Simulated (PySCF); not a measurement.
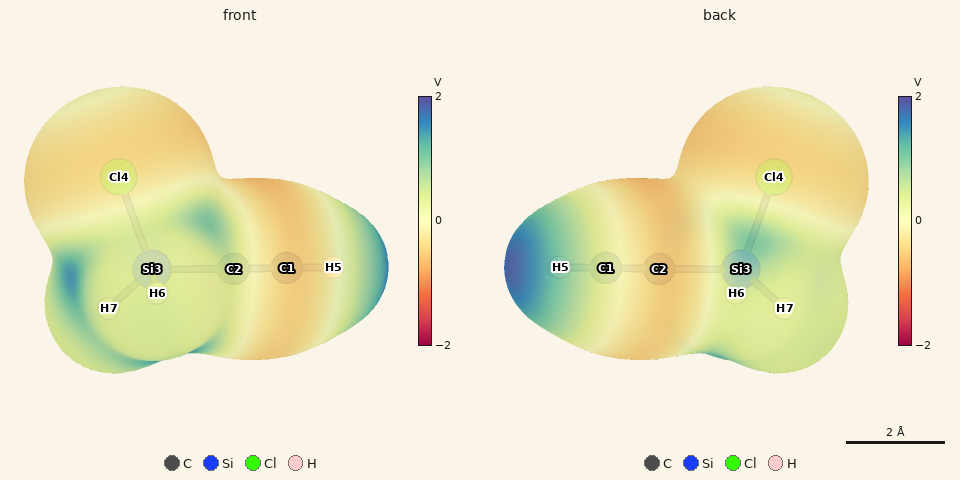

*C$_{2}$H$_{3}$ClSi. The molecular electrostatic potential painted on the density surface at 0.002 e/bohr³, seen from the front and from behind; the colour scale runs from red (negative) to blue (positive).*

Geometry: GFN2-xTB.

The calculation used PBE0/def2-SVPD, SCF density, gas phase (PySCF).

```xyz
7

C     1.6753   -0.9994   -0.4118
C     0.6398   -0.4503   -0.1433
Si   -0.9427    0.4167    0.2598
Cl   -0.7481    2.3617   -0.2595
H     2.5797   -1.4848   -0.6455
H    -1.1783    0.3358    1.6985
H    -2.0224   -0.1747   -0.5253
```

Describe the electrostatic potential map.

The most negative region (about −0.6 V) lies over C1 and C2, the most positive (about +1.8 V) over H5. Cl4 shows a σ-hole: about +0.2 V at the tip opposite its bond, against about −0.4 V on its flanks.
